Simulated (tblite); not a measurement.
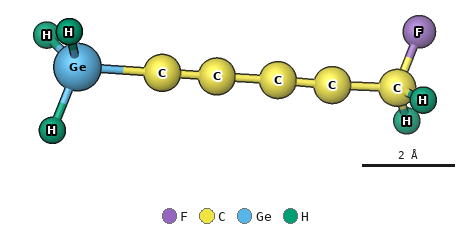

Fig. 1: The starting structure (ball-and-stick view, seen at a tilt). Sticks mark near contacts. Bond lengths as drawn: C–C 1.21 to 1.44 Å, C–F 1.38 Å, C–Ge 1.89 Å, C–H 1.10 Å and Ge–H 1.49 Å.

## Molecular dynamics, with input and output: C$_{5}$H$_{5}$FGe (part 1 of 2)

System: C$_{5}$H$_{5}$FGe, SMILES FCC#CC#[C][GeH3].
Method: GFN2-xTB Langevin dynamics, gas phase (tblite 0.8.0).

Input file
```
{"job": {"kind": "md", "xc": "GFN2-xTB", "basis": "xTB", "temperature": 300, "steps": 2000, "every": 50}, "charge": 0, "multiplicity": 1}
F      3.903581     1.226811     0.929350
C      3.484361     0.234109     0.069970
C      2.045312     0.109125     0.069340
C      0.839254     0.051048     0.109117
C     -0.513556    -0.050924     0.128157
C     -1.724648    -0.139575     0.150744
Ge    -3.604947    -0.281028     0.193464
H      3.954878    -0.698649     0.407646
H      3.852086     0.503041    -0.928951
H     -4.042324    -1.131245    -0.950104
H     -4.187364     1.085249     0.075327
H     -4.005434    -0.908647     1.484632
```

The first line tells a small driver script what to run in tblite; the rest is the geometry in Å.

Run on 1 CPU thread, shared host.

Run as:
```bash
OMP_NUM_THREADS=1 python <driver script> task.json out
```

Output
```
t/fs     T/K      E/eV
    0.0   261.5   -537.92831
   25.0   145.5   -537.63946
   50.0   266.5   -537.64638
   75.0   307.8   -537.62684
  100.0   276.2   -537.59496
  125.0   269.7   -537.70545
  150.0   284.0   -537.73243
  175.0   170.3   -537.60106
  200.0   178.1   -537.58737
  225.0   210.0   -537.61596
  250.0   191.2   -537.57291
  275.0   183.7   -537.61977
  300.0   270.6   -537.67846
  325.0   245.5   -537.56755
  350.0   481.0   -537.72748
  375.0   260.8   -537.54579
  400.0   287.5   -537.59339
  425.0   278.9   -537.64242
  450.0   409.8   -537.57912
  475.0   342.2   -537.55351
  500.0   369.6   -537.66278
  525.0   350.3   -537.68137
  550.0   221.6   -537.66190
  575.0   197.2   -537.42390
  600.0   446.7   -537.66347
  625.0   456.6   -537.56216
  650.0   368.1   -537.40988
  675.0   364.0   -537.33781
  700.0   437.3   -537.43798
  725.0   378.1   -537.38129
  750.0   449.5   -537.64787
  775.0   283.7   -537.45398
  800.0   400.1   -537.48485
  825.0   388.5   -537.42230
  850.0   504.1   -537.54798
  875.0   285.8   -537.31701
  900.0   301.7   -537.39769
  925.0   300.7   -537.51638
  950.0   285.1   -537.55978
  975.0   401.7   -537.64619
 1000.0   294.7   -537.50279
```

Trajectory as extended XYZ (Å, eV, eV/Å), 41 frames, from step=0 to step=40
```
12
Properties=species:S:1:pos:R:3:forces:R:3 step=0 time_fs=0.0 energy=-537.92831 temperature=261.5
F     3.9036    1.2268    0.9294    0.0015  -0.0002   0.0027
C     3.4844    0.2341    0.0700   -0.0042  -0.0009  -0.0023
C     2.0453    0.1091    0.0693   -0.0016   0.0041  -0.0009
C     0.8393    0.0510    0.1091   -0.0021  -0.0026   0.0008
C    -0.5136   -0.0509    0.1282   -0.0012  -0.0029   0.0004
C    -1.7246   -0.1396    0.1507    0.0019  -0.0018   0.0000
Ge   -3.6049   -0.2810    0.1935    0.0027  -0.0008   0.0026
H     3.9549   -0.6986    0.4076    0.0035  -0.0031   0.0061
H     3.8521    0.5030   -0.9290   -0.0002   0.0034  -0.0069
H    -4.0423   -1.1312   -0.9501    0.0034  -0.0004  -0.0041
H    -4.1874    1.0852    0.0753   -0.0030   0.0024   0.0010
H    -4.0054   -0.9086    1.4846   -0.0007   0.0029   0.0007
12
Properties=species:S:1:pos:R:3:forces:R:3 step=1 time_fs=25.0 energy=-537.63946 temperature=145.5
F     3.9613    1.1972    0.9104    0.6809   0.8169   1.1341
C     3.4892    0.2715    0.0841   -0.1199  -1.0718  -1.9061
C     2.0320    0.2993    0.0482    0.6599  -0.2635  -0.0602
C     0.8556    0.1140    0.2301   -1.2710  -0.2640  -0.0944
C    -0.5070   -0.0769    0.2518   -0.6564   0.1345  -0.2432
C    -1.7225   -0.2348    0.1614    1.0498   0.2911   0.3962
Ge   -3.6346   -0.2927    0.1558    0.5498  -0.4672   0.4264
H     3.7745   -0.7763    0.4463    0.0731   1.1683  -0.4298
H     3.9703    0.5313   -0.9542   -0.8432  -0.7142   1.3782
H    -3.9270   -1.2984   -0.9071   -0.2240   0.0486  -0.0076
H    -4.0880    1.0771   -0.1801   -0.1470   0.0793  -0.0256
H    -4.1689   -0.7733    1.5162    0.2480   0.2420  -0.5681
12
Properties=species:S:1:pos:R:3:forces:R:3 step=2 time_fs=50.0 energy=-537.64638 temperature=266.5
F     4.0329    1.2196    0.9822   -0.8717  -0.2708  -0.2357
C     3.3715    0.3604    0.1037    1.5492  -0.6884  -0.9183
C     1.9304    0.3471    0.0806    1.0587   0.4127   0.4227
C     0.7547    0.2106    0.2922   -0.8505   0.1409   0.0352
C    -0.6036    0.1019    0.3134    1.8936   0.0980  -0.0968
C    -1.7415   -0.2577    0.1969   -2.0293  -0.1553  -0.1165
Ge   -3.6357   -0.3092    0.1493   -0.3993   0.2097  -0.7756
H     3.7137   -0.6862    0.4006   -0.1952   0.9460  -0.3324
H     3.8292    0.6250   -0.9228   -0.7443  -0.3931   1.1371
H    -4.1714   -1.4494   -0.6838    0.2876   0.1051   0.1478
H    -4.2470    0.9543   -0.4696    0.4148  -0.3537   0.2389
H    -4.1431   -0.4480    1.5153   -0.1136  -0.0510   0.4937
12
Properties=species:S:1:pos:R:3:forces:R:3 step=3 time_fs=75.0 energy=-537.62684 temperature=307.8
F     3.9453    1.2382    0.9800    0.1269  -0.2990  -0.3308
C     3.3053    0.4225    0.0544   -0.3702  -0.2146   1.0435
C     1.8753    0.4280    0.3198   -1.9961  -0.1015  -0.4741
C     0.6425    0.4322    0.3397    2.9401  -0.1501  -0.1245
C    -0.6753    0.1940    0.3228   -1.2235  -0.4493  -0.0019
C    -1.8228   -0.2223    0.2100    1.9118   0.5798   0.5046
Ge   -3.6562   -0.3361    0.1781   -0.7238  -0.5361  -0.1380
H     3.6948   -0.6172    0.1702   -0.0505   0.5685   0.0252
H     3.5225    0.8061   -0.9355    0.1039   0.1744  -0.2888
H    -3.9377   -1.7423   -0.3164   -0.1913   0.3886   0.1671
H    -3.8948    0.6896   -0.8690   -0.5388   0.0746  -0.0083
H    -4.2036   -0.0547    1.5551    0.0115  -0.0355  -0.3741
12
Properties=species:S:1:pos:R:3:forces:R:3 step=4 time_fs=100.0 energy=-537.59496 temperature=276.2
F     3.8571    1.3032    0.9574    1.0022   0.5656   0.7222
C     3.2489    0.4934    0.0758   -0.2801  -0.2279   0.1280
C     1.8609    0.4191    0.3764   -1.5663  -0.1568  -0.2778
C     0.6555    0.5356    0.2997    0.0686  -0.5134   0.4283
C    -0.6837    0.2869    0.3801    1.9830   0.6111  -0.0969
C    -1.8294   -0.0407    0.2841   -2.7273  -0.5869  -0.3303
Ge   -3.7280   -0.3779    0.2110    0.1471   0.8121   0.1559
H     3.7149   -0.4801    0.0564    0.3401  -0.5217   0.3203
H     3.3272    0.9215   -0.8941    0.3765   0.6432  -1.1879
H    -4.0799   -1.8017    0.3086    0.1148  -0.3710   0.0153
H    -4.4903    0.2215   -0.9566    0.4949  -0.1396   0.0673
H    -4.2841    0.3563    1.3959    0.0465  -0.1147   0.0556
12
Properties=species:S:1:pos:R:3:forces:R:3 step=5 time_fs=125.0 energy=-537.70545 temperature=269.7
F     3.8459    1.4167    0.9889   -0.9372  -0.7553  -0.7979
C     3.2017    0.5150    0.0943    0.0314  -0.1126   0.7875
C     1.7567    0.3625    0.2517    2.3323   0.4977   0.1969
C     0.5843    0.5405    0.3947   -2.8108  -0.1503  -0.0023
C    -0.7941    0.3914    0.3793   -0.0724  -0.4241  -0.0553
C    -1.9750    0.0745    0.2858    1.4746   0.6337   0.2071
Ge   -3.7835   -0.4076    0.2414   -0.0828  -0.7370   0.0347
H     3.7077   -0.4533    0.2445   -0.0820   0.1997  -0.0116
H     3.3584    0.8773   -0.9140    0.3640   0.2605  -0.2893
H    -3.7580   -1.9302    0.3568   -0.1232   0.4660   0.0001
H    -4.3539   -0.0355   -1.0781   -0.0795   0.0920  -0.0327
H    -4.5080    0.1971    1.3924   -0.0145   0.0299  -0.0373
12
Properties=species:S:1:pos:R:3:forces:R:3 step=6 time_fs=150.0 energy=-537.73243 temperature=284.0
F     3.7329    1.4249    0.9565    0.1084   0.0950  -0.6667
C     3.1750    0.4961    0.0792    0.2593  -0.4482   0.9732
C     1.7406    0.5118    0.2418   -1.5894  -0.3876  -0.0978
C     0.5367    0.3935    0.4426    1.5020   0.5096  -0.5742
C    -0.8183    0.3507    0.4090   -0.6234  -0.2511   0.0719
C    -2.0350    0.2539    0.3205    0.3465  -0.4040   0.1338
Ge   -3.8249   -0.4354    0.2738    0.6400   0.2751   0.0035
H     3.5896   -0.4643    0.4545   -0.2082   0.0595  -0.2572
H     3.5193    0.6377   -0.9614   -0.1733   0.4064   0.4335
H    -3.7478   -1.9318    0.4160   -0.0291   0.2395   0.0090
H    -4.3795   -0.0518   -1.0534   -0.1258  -0.0217  -0.0019
H    -4.5489    0.2122    1.4037   -0.1069  -0.0726  -0.0272
12
Properties=species:S:1:pos:R:3:forces:R:3 step=7 time_fs=175.0 energy=-537.60106 temperature=170.3
F     3.6727    1.4561    0.9588    0.3609   0.4400   0.3232
C     3.0841    0.4485    0.2628    1.2774  -0.7286  -0.6835
C     1.6677    0.5501    0.3123   -1.9301  -0.8668   0.1608
C     0.4575    0.3762    0.3387    2.0553   0.4491   0.3408
C    -0.8711    0.2735    0.4678    0.6981   0.1914  -0.3828
C    -2.0699    0.3091    0.3585   -1.7075  -0.4468  -0.2005
Ge   -3.8122   -0.4315    0.2914   -0.6623   0.2403  -0.3479
H     3.5177   -0.5182    0.6778   -0.6983   0.7482  -0.2227
H     3.4429    0.5343   -0.7939   -0.1371   0.0204   0.3959
H    -3.7008   -1.8933    0.4010    0.2222  -0.4431   0.1905
H    -4.6475   -0.2814   -0.9884    0.5345   0.3150   0.3746
H    -4.6183    0.0808    1.4326   -0.0130   0.0810   0.0514
12
Properties=species:S:1:pos:R:3:forces:R:3 step=8 time_fs=200.0 energy=-537.58737 temperature=178.1
F     3.6584    1.5446    0.9562   -0.0682   0.4009   0.4469
C     3.0878    0.4525    0.3651    0.1840  -0.5037  -0.1461
C     1.6155    0.4870    0.4201    1.3595  -0.3382  -0.1029
C     0.4108    0.4110    0.3927    0.3756   0.1870   0.1601
C    -0.9313    0.3152    0.4342   -0.2133   0.0424  -0.1400
C    -2.1434    0.2381    0.3881    1.2519   0.3060   0.3456
Ge   -3.8425   -0.4415    0.3074   -0.1273  -1.3721   0.6431
H     3.5599   -0.4434    0.8983   -0.8378   0.7672  -0.5968
H     3.4808    0.5195   -0.6793   -0.5064  -0.3913   0.3289
H    -3.5453   -1.9601    0.3667   -0.4432   0.6884  -0.1058
H    -4.2578    0.0533   -0.9705   -0.7427   0.1560  -0.9855
H    -4.6409    0.0098    1.4572   -0.2320   0.0574   0.1524
12
Properties=species:S:1:pos:R:3:forces:R:3 step=9 time_fs=225.0 energy=-537.61596 temperature=210.0
F     3.6525    1.6070    0.9229   -0.4473  -0.1261  -0.1817
C     3.0963    0.4161    0.4462    0.8613  -0.0576   1.1141
C     1.6651    0.3429    0.5764    0.9271   0.4577  -0.6729
C     0.4753    0.4826    0.4742   -0.7916   0.0054  -0.1541
C    -0.8700    0.3731    0.3731   -1.0569  -0.2594   0.3265
C    -2.0820    0.2048    0.3877   -0.1463  -0.3454  -0.3957
Ge   -3.9153   -0.4538    0.2890   -0.1067   1.0249   0.0828
H     3.5297   -0.3478    1.1127    0.0765  -0.1338  -0.1045
H     3.5208    0.2948   -0.5532   -0.4414  -0.0353  -0.2158
H    -3.9399   -1.9242    0.3223    0.2116  -0.4352  -0.0994
H    -4.8271    0.0064   -0.9115    0.7925  -0.1092   0.6823
H    -4.5600   -0.0108    1.5993    0.1212   0.0139  -0.3817
12
Properties=species:S:1:pos:R:3:forces:R:3 step=10 time_fs=250.0 energy=-537.57291 temperature=191.2
F     3.6732    1.6714    0.9277   -0.6075  -0.5692   0.1454
C     3.1174    0.4255    0.5481   -0.2118   2.1010  -1.5693
C     1.6851    0.3437    0.6462   -1.0104   0.3565   0.0107
C     0.4770    0.4335    0.5252   -0.6484  -0.1503  -0.0166
C    -0.9123    0.3336    0.4254    1.2714  -0.2674   0.1034
C    -2.0898    0.0691    0.2664   -0.0618   0.0794   0.2589
Ge   -3.9318   -0.4624    0.2979    1.5233  -0.0566   0.0038
H     3.6596   -0.2933    1.0644    0.7801  -1.4271   1.1287
H     3.3621    0.3969   -0.5311    0.0334  -0.2641   0.0717
H    -3.8519   -1.9155    0.1174   -0.1312  -0.4554   0.3424
H    -4.5285    0.0116   -0.9077   -0.6243   0.6198  -1.0619
H    -4.5541    0.1172    1.4707   -0.3127   0.0334   0.5828
12
Properties=species:S:1:pos:R:3:forces:R:3 step=11 time_fs=275.0 energy=-537.61977 temperature=183.7
F     3.5439    1.7083    0.9794    0.0964   0.5896   0.0512
C     3.0525    0.4810    0.6219    0.5236   0.7034  -0.9318
C     1.6393    0.4238    0.6561   -1.5934  -0.2078   0.0399
C     0.4298    0.3498    0.5922    0.4708  -0.0982  -0.0658
C    -0.9044    0.1411    0.4715    0.3456   0.1986   0.0581
C    -2.0906   -0.0319    0.2862    0.8592   0.1676   0.1759
Ge   -3.8792   -0.4320    0.2894   -2.1725  -0.2496   0.2105
H     3.5247   -0.1938    1.2897    0.3890  -1.0417   0.6934
H     3.3723    0.3098   -0.4214    0.1514  -0.0555   0.1034
H    -4.0662   -1.9388    0.5723    0.1357   0.4844  -0.4244
H    -4.5010    0.0677   -1.0869    0.3221  -0.4109   1.0228
H    -4.5946    0.1781    1.5698    0.4721  -0.0799  -0.9333
12
Properties=species:S:1:pos:R:3:forces:R:3 step=12 time_fs=300.0 energy=-537.67846 temperature=270.6
F     3.4341    1.7976    1.0020    0.1666   0.5827  -0.4384
C     3.0604    0.5198    0.6946    1.8773  -0.8335   0.5953
C     1.6645    0.3809    0.5718   -0.3966  -0.2374   0.1029
C     0.4751    0.2163    0.6325   -0.9699  -0.1651  -0.1782
C    -0.8645    0.0093    0.5238   -0.8737   0.0215  -0.1292
C    -2.0727   -0.1366    0.3870    0.8349   0.0833   0.0939
Ge   -3.9481   -0.4094    0.2864    1.4778  -1.1306  -0.0935
H     3.4883   -0.0514    1.5676   -0.5353  -0.0653  -0.4814
H     3.5974    0.1425   -0.2151   -0.2721   0.6116   0.3559
H    -4.1398   -1.8419    0.6086   -0.1770  -0.0399   0.2359
H    -4.3965   -0.2050   -1.0537   -0.3220   0.2186  -1.2090
H    -4.5192    0.5604    1.1333   -0.8100   0.9540   1.1456
12
Properties=species:S:1:pos:R:3:forces:R:3 step=13 time_fs=325.0 energy=-537.56755 temperature=245.5
F     3.3546    1.9156    0.9856   -0.6870  -0.8938  -0.0699
C     3.0493    0.5354    0.8578    1.1991   0.1546   0.2110
C     1.6513    0.2596    0.5201    0.8816   0.2950   0.9219
C     0.4608    0.0528    0.5990   -1.0959   0.3833  -0.2039
C    -0.9188   -0.0204    0.5052    0.8001  -0.4676  -0.1505
C    -2.1106   -0.2436    0.3884    0.0213   0.1357   0.1206
Ge   -4.0075   -0.4111    0.2338   -0.2305   0.9263  -0.0544
H     3.4114    0.0925    1.8598   -0.8312   0.3671  -1.2180
H     3.7741    0.2137    0.0616   -0.6883  -0.0514   0.4079
H    -4.4423   -1.7709    0.6828    0.0465   0.0255   0.0293
H    -4.3334   -0.2322   -1.2776    0.0771  -0.0142   0.7773
H    -4.6906    0.7204    1.1537    0.5070  -0.8606  -0.7713
12
Properties=species:S:1:pos:R:3:forces:R:3 step=14 time_fs=350.0 energy=-537.72748 temperature=481.0
F     3.1704    1.9404    0.9880   -0.2183   0.1603   0.3741
C     2.9555    0.5808    1.0209    0.4155  -0.2582   0.4605
C     1.5683    0.2362    0.8034   -0.5164  -0.0476  -0.4784
C     0.4021    0.0493    0.5057    1.2791   0.1807   0.4642
C    -0.9239   -0.1634    0.3894    0.5244   0.0878   0.0716
C    -2.1198   -0.3151    0.4283   -1.4413   0.1238  -0.2001
Ge   -4.0062   -0.4389    0.1503    1.0934  -1.5482   0.3612
H     3.3101    0.1673    1.9987   -0.3081   0.4905  -0.2761
H     3.6618    0.2202    0.2736   -0.1959  -0.4861  -0.4589
H    -4.3525   -1.8241    0.6678   -0.0186   0.3482  -0.1484
H    -4.2317   -0.3856   -1.2763   -0.1236   0.0219  -0.8465
H    -4.8152    0.5317    0.8107   -0.4903   0.9270   0.6766
12
Properties=species:S:1:pos:R:3:forces:R:3 step=15 time_fs=375.0 energy=-537.54579 temperature=260.8
F     2.9782    1.9710    0.9961    0.0643   0.3954   0.2985
C     2.8948    0.6043    1.1556   -1.2199   0.7486   0.6812
C     1.4919    0.2156    1.0506    1.5797   0.0738  -0.4839
C     0.3948    0.1049    0.5639   -0.0281  -0.2058   0.1708
C    -0.9002   -0.1743    0.3822   -2.9288  -0.1686   0.0754
C    -2.1302   -0.3087    0.3837    1.8218  -0.0094  -0.2372
Ge   -3.9870   -0.5220    0.0845   -0.3159   1.1300   0.2071
H     3.3031    0.3311    2.1092    0.1016   0.0855   1.0174
H     3.5801    0.2440    0.4486    0.5407  -1.0527  -1.5461
H    -4.5333   -1.7376    0.7846    0.0908   0.1927  -0.1089
H    -4.2028   -0.5409   -1.4163   -0.0162  -0.0921   0.3193
H    -4.6032    0.8426    0.6629    0.3099  -1.0973  -0.3937
12
Properties=species:S:1:pos:R:3:forces:R:3 step=16 time_fs=400.0 energy=-537.59339 temperature=287.5
F     2.9799    1.9705    1.0374   -0.2042   0.6318   0.0401
C     2.8795    0.6265    1.3150   -0.4601   0.3675  -1.2698
C     1.5315    0.1703    1.0159   -0.6683   0.0281  -0.1313
C     0.3340    0.0453    0.8057    2.5371   0.5626   0.2666
C    -0.9490   -0.0726    0.4711    0.9162  -0.1534   0.3548
C    -2.0796   -0.3810    0.2300   -2.0271  -0.3861  -0.5393
Ge   -3.9355   -0.5765    0.0396   -0.5058  -1.1117   0.3910
H     3.1590    0.5136    2.3165    0.0697  -0.2432   1.9343
H     3.6978    0.2268    0.7367    0.0389  -0.8508  -0.7071
H    -4.3878   -1.8063    0.8980    0.2975   0.8240  -0.3123
H    -4.4503   -0.8988   -1.3126    0.2267   0.0097  -0.3084
H    -4.5510    0.6901    0.4469   -0.2205   0.3216   0.2815
12
Properties=species:S:1:pos:R:3:forces:R:3 step=17 time_fs=425.0 energy=-537.64242 temperature=278.9
F     3.0210    1.9023    1.1632   -0.2608  -0.4059   0.0495
C     2.8369    0.5307    1.4283    1.7652   0.4705  -0.7473
C     1.5161    0.1173    1.0288    1.2067   0.2638   0.5478
C     0.3237    0.0776    0.8677    0.5234   0.1314   0.1844
C    -0.9711   -0.0883    0.6331   -2.3501  -0.6074  -1.2461
C    -2.0828   -0.3019    0.1476    0.8837   0.2209   0.8753
Ge   -3.9350   -0.6386   -0.0364    0.0497   1.0131  -0.8533
H     3.0585    0.4468    2.4965   -0.4117  -0.2241   0.1529
H     3.7401    0.0666    0.8896   -1.3662   0.1120   0.3041
H    -4.3184   -1.6256    0.9614   -0.2375  -0.3963   0.4030
H    -4.1442   -1.1232   -1.4534   -0.0322   0.0236   0.3214
H    -4.6559    0.7105    0.1261    0.2297  -0.6017   0.0084
12
Properties=species:S:1:pos:R:3:forces:R:3 step=18 time_fs=450.0 energy=-537.57912 temperature=409.8
F     3.0657    1.8274    1.3210    0.6096  -0.7220  -0.2332
C     2.8866    0.4173    1.4563    0.9926   1.2759   0.3238
C     1.5063    0.2365    1.1033   -0.2887  -0.9174   0.2222
C     0.3115    0.1540    0.9125    1.0788  -0.1785   0.1463
C    -0.9696   -0.1267    0.6135    1.1303   0.4764   0.2461
C    -2.1065   -0.2157    0.2467   -2.6107  -0.5971  -0.5118
Ge   -3.9329   -0.7400   -0.1075    0.6402  -0.0014   1.0705
H     3.1532    0.2873    2.5435   -0.5402  -0.3869  -0.7643
H     3.6695   -0.1294    0.8220   -1.1470   0.7915   0.5083
H    -4.4828   -1.5469    1.0527    0.3228   0.0272  -0.1919
H    -3.9447   -1.5638   -1.3085   -0.0576  -0.2064  -0.5296
H    -4.8108    0.4335   -0.1212   -0.1302   0.4387  -0.2864
12
Properties=species:S:1:pos:R:3:forces:R:3 step=19 time_fs=475.0 energy=-537.55351 temperature=342.2
F     3.2224    1.7885    1.5345   -0.5233   0.1948  -0.4448
C     2.8847    0.4656    1.4493    0.5418  -1.3865   1.4072
C     1.4762    0.1407    1.1748    1.8426   0.8815   0.6815
C     0.3002    0.0139    0.9721   -1.1045   0.3748  -0.6528
C    -0.9984   -0.0546    0.5451    1.1070  -0.3619   0.8051
C    -2.1875   -0.2402    0.4409   -0.9003  -0.1738  -0.5659
Ge   -3.8996   -0.8161   -0.1556   -0.0048   0.5347  -0.2501
H     3.3116    0.0671    2.4700   -1.0830   0.1381  -1.4308
H     3.4801   -0.0031    0.6496    0.0803   0.2423   0.0162
H    -4.4450   -1.5053    1.0692   -0.1952   0.1374  -0.3237
H    -3.6645   -1.7652   -1.3107   -0.0748   0.0777   0.2706
H    -4.6960    0.3987   -0.7203    0.3142  -0.6589   0.4876
12
Properties=species:S:1:pos:R:3:forces:R:3 step=20 time_fs=500.0 energy=-537.66278 temperature=369.6
F     3.2671    1.6539    1.7214   -0.0167   0.2898  -0.1053
C     2.8794    0.3668    1.4721    0.2751  -0.4981   1.0794
C     1.4608    0.2399    1.2388   -0.2117  -0.3768  -0.0368
C     0.3573   -0.0564    0.8368   -1.1911   0.3393   0.2387
C    -1.0059   -0.2037    0.6161    1.2567   0.0697   0.2303
C    -2.2118   -0.3041    0.5056    0.4527  -0.1512   0.1636
Ge   -3.8622   -0.8679   -0.1699    0.3787  -0.1045  -0.6888
H     3.2755   -0.2253    2.3577   -0.6864   0.3498  -0.6729
H     3.3838    0.0178    0.5858    0.5142  -0.0533  -0.5607
H    -4.8403   -1.4026    0.7565   -0.3067  -0.2540   0.6331
H    -3.4316   -1.9353   -1.1398   -0.2440   0.1431   0.0292
H    -4.4301    0.3129   -0.8307   -0.2208   0.2462  -0.3098
```
